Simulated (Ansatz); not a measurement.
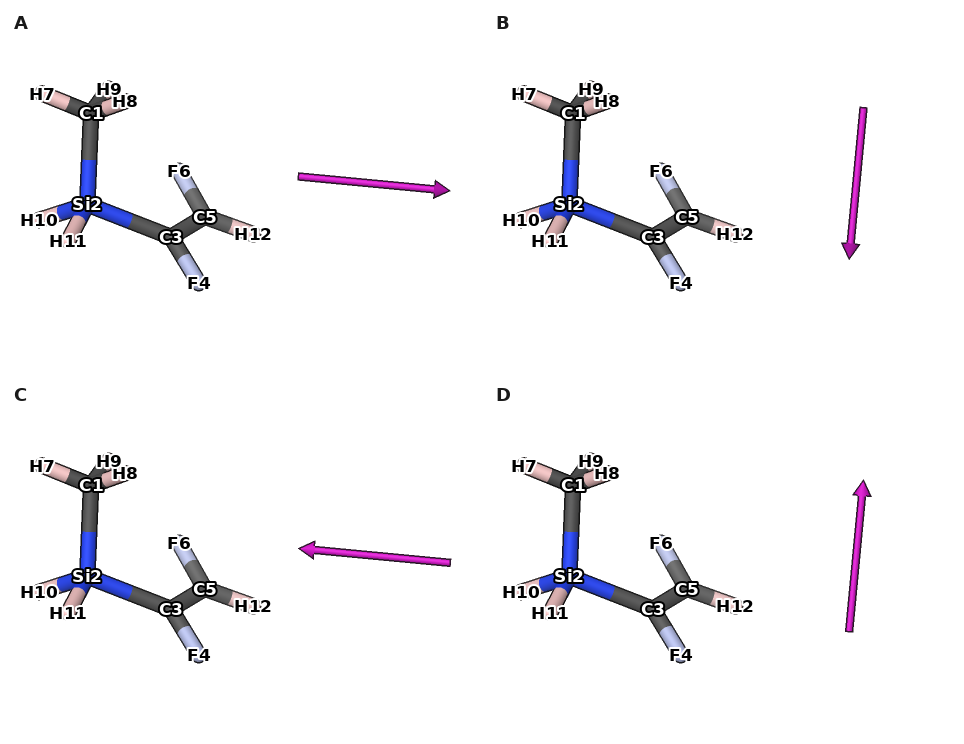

The same molecule four times, each with an arrow. Computed geometry: PBE-D4/def2-SVP optimisation. No frequency run is at hand to confirm it as a minimum. Properties computed with RKS PBE-D4/def2-SVP (Ansatz 0.2.0).

### Which arrow points along the dipole moment, from the negative to the positive end?

D. The dipole moment is 0.87 D; it points from the side of F4 to the side of H9 (the outermost atoms at the two ends).
